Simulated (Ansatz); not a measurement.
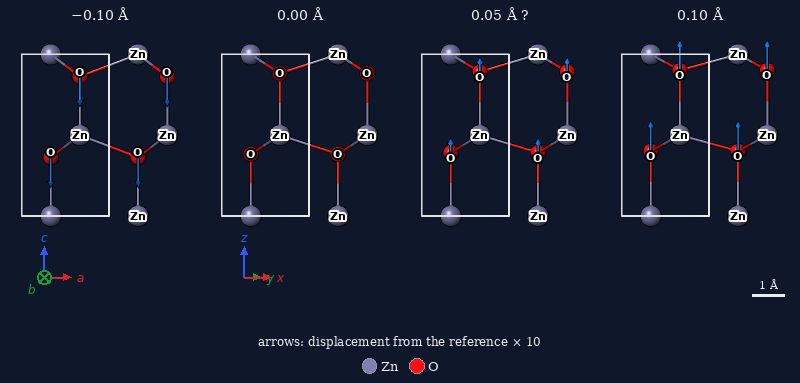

Energy scan for solid ZnO (P6_3mc), in which the whole O sublattice is shifted rigidly, along Cartesian [0 0 1], all else fixed. A ball-and-stick model of the cell of the calculation, repeated 2 × 2 × 1 with one cell outlined, seen along the b axis. Blue arrows: displacements from the reference.

Level of theory: DFT r2SCAN, scalar-relativistic, plane waves, PAW (Ansatz 0.2.0). Set-up: plane-wave cutoff 500 eV; k-point mesh 12 × 12 × 6; occupations gaussian; smearing width 0.05 eV; no spin polarisation. Energies (free energies at the smearing named) are counted from the cell as listed in its source, which wasn't relaxed.

```tsv
displacement (Å)	ΔE (meV/cell)
−0.1000	71.7
−0.0750	36.7
−0.0500	14.2
−0.0250	2.5
0.0000	0.0
0.0250	5.2
0.0500	?
0.0750	34.1
0.0875	44.3
0.1000	55.5
```

Q: One row is withheld. What is its energy?

A: A straight line between the two neighbours gives 19.7 meV/cell. A cubic through the four nearest rows (0.0000, 0.0250, 0.0750, 0.0875) gives, with Lagrange weights, (−0.1429)(0.0) + (0.6000)(5.2) + (1.0000)(34.1) + (−0.4571)(44.3) = 17.0 meV/cell. The calculation gives 17.0 meV/cell, so the cubic is right to the digits shown and the straight line 2.7 meV/cell too high, as the curve bends upwards here.

The whole profile:

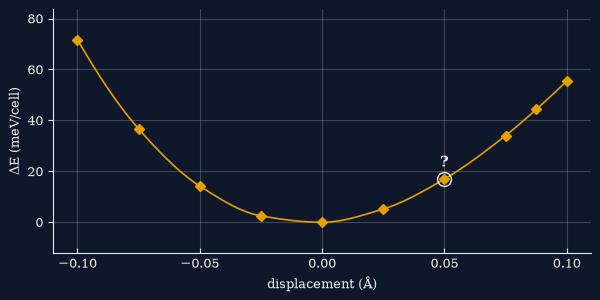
